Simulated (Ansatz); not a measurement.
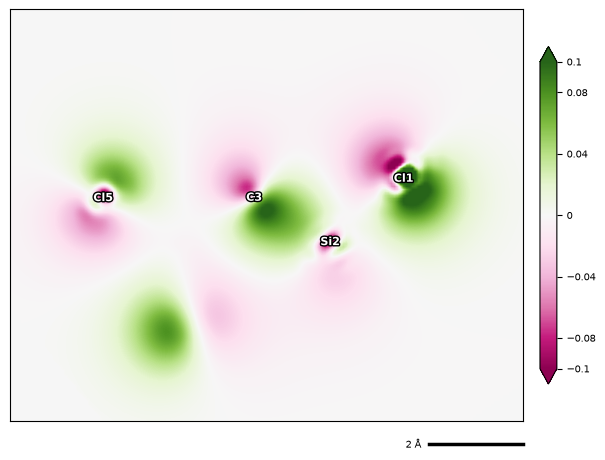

Figure 1: CH$_{5}$Cl$_{3}$Si$_{2}$ (SMILES Cl[SiH2]C[SiH](Cl)Cl). The HOMO−1 on the plane of atoms Cl1, Si2 and C3 (values in Å⁻³ᐟ²; the overall sign is arbitrary).

Geometry: PBE0-D4/def2-TZVP.

Theory: Ansatz, RKS PBE0-D4/def2-TZVPP.

```yaml
atoms:
  - { symbol: Cl, position_ang: [-3.1335, -0.7271, -0.8155] }
  - { symbol: Si, position_ang: [-1.0973, -0.5066, -1.0178] }
  - { symbol: C, position_ang: [-0.4184, 0.3412, 0.5014] }
  - { symbol: Si, position_ang: [1.4119, 0.1806, 0.7056] }
  - { symbol: Cl, position_ang: [2.0828, 1.4182, 2.1891] }
  - { symbol: Cl, position_ang: [2.3394, 0.6871, -1.0503] }
  - { symbol: H, position_ang: [-0.5157, -1.8620, -1.1664] }
  - { symbol: H, position_ang: [-0.8488, 0.2997, -2.2319] }
  - { symbol: H, position_ang: [-0.6892, 1.4011, 0.4700] }
  - { symbol: H, position_ang: [-0.8890, -0.0936, 1.3906] }
  - { symbol: H, position_ang: [1.8232, -1.1955, 1.0458] }
```

Describe this orbital and give its energy.

Answer. By Hirshfeld shares it lies mainly on Cl1 (about 60 %), Si2 (about 15 %), H7 (about 10 %) and H8 (about 10 %). Its energy is −9.05 eV.
